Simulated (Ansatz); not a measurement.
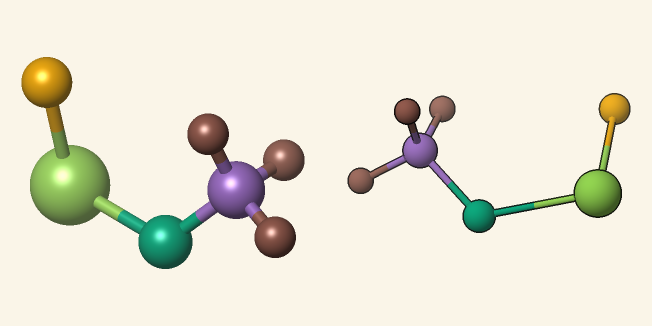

Two views of one molecule. Colours: carbon purple, oxygen teal, antimony green, fluorine orange, hydrogen brown.

Charge 0, doublet.

What is the molecular formula?

CH3FOSb, 7 atoms: 1 carbon, 3 hydrogen, 1 fluorine, 1 oxygen and 1 antimony.

Give the symmetry (Schoenflies symbol).

C1.

Write the SMILES.

C[O][Sb][F]

How many bonds of each kind are drawn?

3 C–H, 1 C–O, 1 O–Sb, 1 F–Sb.

How many sets of symmetry-equivalent atoms are there?

7: 1 C, 1 O, 1 Sb, 1 F, 1 H, 1 H, 1 H.

The parts below concern this one geometry. Atoms keep their numbers from picture to picture. Computed geometry: PBE0-D4/def2-TZVP optimisation.

### Vibrations

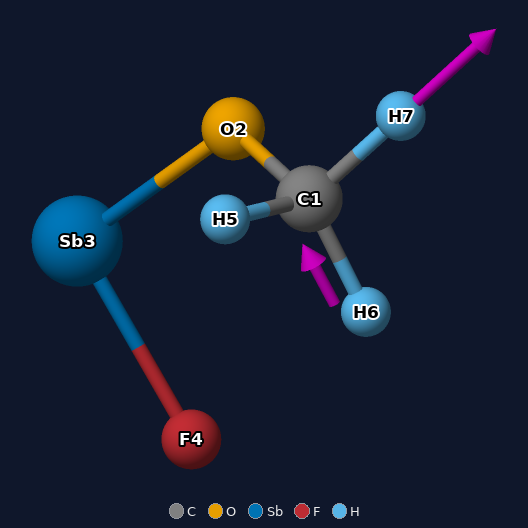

The arrows show one normal mode. Harmonic vibrations computed with UKS PBE0-D4/def2-TZVP, core potentials on Sb (Ansatz 0.2.0) at a stationary point of the same level.

What kind of motion is it?

Mostly out-of-phase stretching of 2 C–H bonds.

At what wavenumber does it lie?

3117 cm⁻¹; it is mode 15 of 15 counted from the lowest.

### Charges

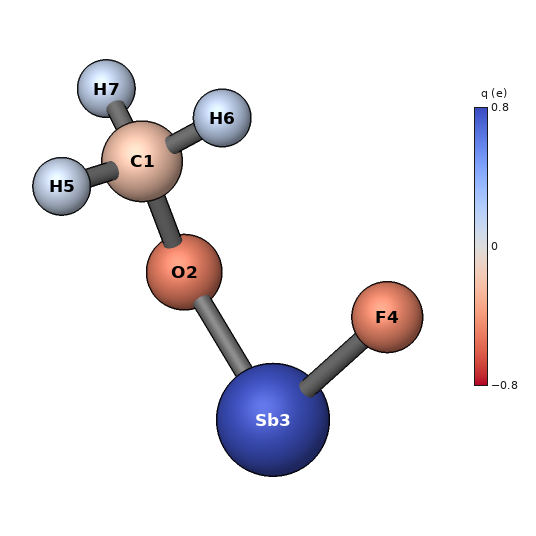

Atoms are coloured by their Mulliken charges. Properties computed with UKS PBE0-D4/def2-TZVP, core potentials on Sb (Ansatz 0.2.0).

Which atom carries the highest charge (most positive or least negative)?

Sb3 (0.78 e).

And the lowest?

O2 (−0.49 e).

List the Mulliken charges.

| atom | value (e) |
| --- | --- |
| C1 | −0.20 |
| O2 | −0.49 |
| Sb3 | 0.78 |
| F4 | −0.47 |
| H5 | 0.11 |
| H6 | 0.14 |
| H7 | 0.13 |

### Dipole moment

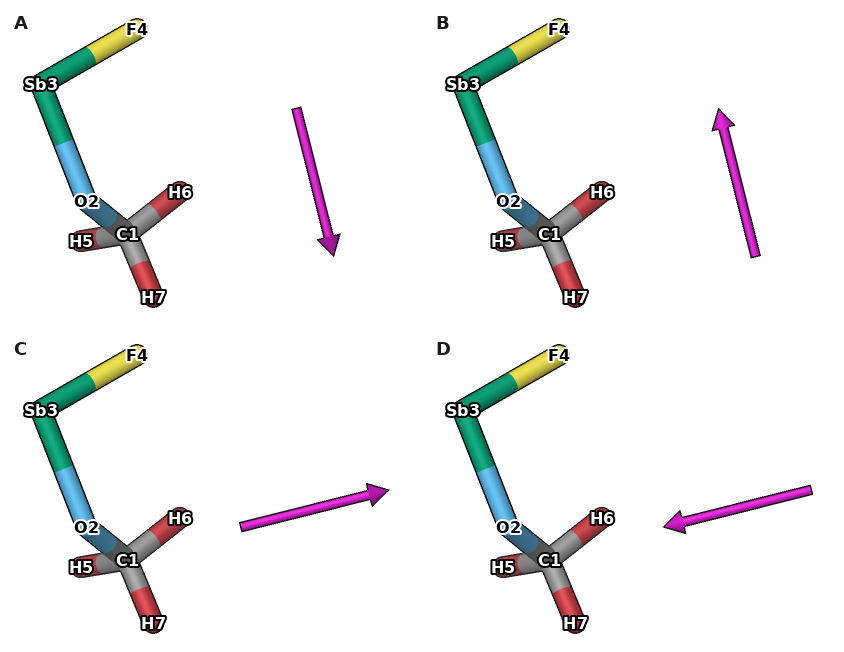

The same molecule four times, each with an arrow. Properties computed with UKS B3LYP-D4/def2-TZVPP, core potentials on Sb (Ansatz 0.2.0).

Which arrow points along the dipole moment, from the negative to the positive end?

D. The dipole moment is 1.78 D; it points from the side of F4, H6 to the side of Sb3, H5 (the outermost atoms at the two ends).

### Electronic properties

Method: UHF-CCSD(T), frozen core/def2-TZVPP, core potentials on Sb (Ansatz 0.2.0).

Computed properties:

- HOMO energy (Hartree–Fock orbital): −8.66 eV
- ⟨S²⟩ of the determinant: 0.770
- T1 diagnostic: 0.017

Mulliken values depend strongly on the basis set and can even reverse the polarity of a bond.
